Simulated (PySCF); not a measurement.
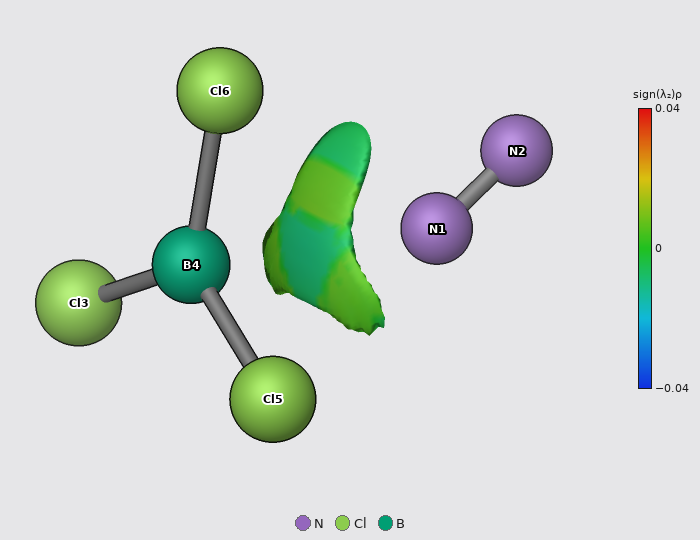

Figure. BCl₃N₂, SMILES `N#N.ClB(Cl)Cl`. Non-covalent interaction surfaces between the fragments (reduced density gradient s = 0.5, coloured by sign(λ₂)ρ in a.u.; trimmed to the region between the fragments where ρ is under 0.06 a.u.). Fragment A: N2 (atoms 1–2); fragment B: BCl3.

PySCF calculation, BP86/6-31+G*, gas phase; geometry: GFN2-xTB. GFN2-xTB bond lengths at metals and heavier atoms can be off by up to 0.1 Å and shapes distorted, which carries into these values.

The calculation's input:

```python
import numpy as np
from pyscf import gto, scf, dft
from pyscf.scf import atom_ks, atom_hf
from scipy.linalg import block_diag
from pyscf.dispersion import dftd3

def solve(mol, dm0=None, hcore=None):
    mf = (dft.UKS if mol.spin else dft.RKS)(mol, xc='bp86')
    mf.grids.level = 3
    mf = mf.density_fit(auxbasis='def2-universal-jkfit')
    mf.conv_tol, mf.max_cycle = 1e-8, 80
    if hcore is not None:
        mf.get_hcore = lambda *args: hcore
    mf.kernel(dm0)
    if not mf.converged:
        mf = mf.newton().run(mf.mo_coeff, mf.mo_occ, max_cycle=30)
    assert mf.converged, 'SCF not converged'
    return mf

mol = gto.M(atom='''
N     -2.15035    -0.00630     0.79553
N     -3.18383    -0.00749     0.42478
Cl     1.01227     1.47039     0.68009
B      0.65992     0.00306    -0.14487
Cl     0.99276    -1.51526     0.60061
Cl    -0.00269     0.04965    -1.74058
''', basis='6-31+g*', charge=0, spin=0, verbose=4)
mol_a = gto.M(atom='''
N     -2.15035    -0.00630     0.79553
N     -3.18383    -0.00749     0.42478
ghost-Cl     1.01227     1.47039     0.68009
ghost-B      0.65992     0.00306    -0.14487
ghost-Cl     0.99276    -1.51526     0.60061
ghost-Cl    -0.00269     0.04965    -1.74058
''', basis='6-31+g*', charge=0, spin=0, verbose=4)
mol_b = gto.M(atom='''
ghost-N     -2.15035    -0.00630     0.79553
ghost-N     -3.18383    -0.00749     0.42478
Cl     1.01227     1.47039     0.68009
B      0.65992     0.00306    -0.14487
Cl     0.99276    -1.51526     0.60061
Cl    -0.00269     0.04965    -1.74058
''', basis='6-31+g*', charge=0, spin=0, verbose=4)
ab, a, b = solve(mol), solve(mol_a), solve(mol_b)
e_int = ab.e_tot - a.e_tot - b.e_tot
print('counterpoise-corrected interaction energy / kcal/mol', e_int * 627.5095)
def disp(atoms, charge):
    m = gto.M(atom=atoms, charge=charge, basis='sto-3g', spin=None, unit='Bohr', verbose=0)
    return dftd3.DFTD3Dispersion(m, xc='bp86', version='d3bj').get_dispersion()['energy']
e_disp = disp(mol._atom, mol.charge) - disp(mol._atom[:2], mol_a.charge) - disp(mol._atom[2:], mol_b.charge)
print('D3(BJ) part / kcal/mol', e_disp * 627.5095)
# spherically averaged free atoms, for the promolecule
atm = atom_ks.get_atm_nrks(mol, xc='bp86')
pro = block_diag(*[(atm[a[0]][2] * atm[a[0]][3]) @ atm[a[0]][2].T for a in mol._atom])
np.savez('result.npz', e_int=e_int, e_disp=e_disp, dm_a=a.make_rdm1(), dm_b=b.make_rdm1(), c=ab.mo_coeff, occ=ab.mo_occ, eps=ab.mo_energy, pro=pro, d=[f.dip_moment(verbose=0) for f in (ab, a, b)])
```

Launched as:

```sh
OMP_NUM_THREADS=1 python input.py
```

The run took 31 s on 1 thread of Arm Neoverse V2 (shared host), peak memory 0.46 GiB.

Partitions, critical points and surface values were worked out afterwards from this run's density.

### Interpret the surfaces between the fragments.

Bond critical points between the fragments: N1···B4, 2.96 Å, ρ = 0.009 a.u. It is weak and appears green (van der Waals range). The pose is a local one from a semi-empirical search, not shown to be the most stable.

### How strongly are they bound?

The counterpoise-corrected interaction energy of the frozen fragments is +2.1 kcal/mol without dispersion correction and −0.4 kcal/mol with D3(BJ). The pair geometry is semi-empirical, not a minimum at this level.
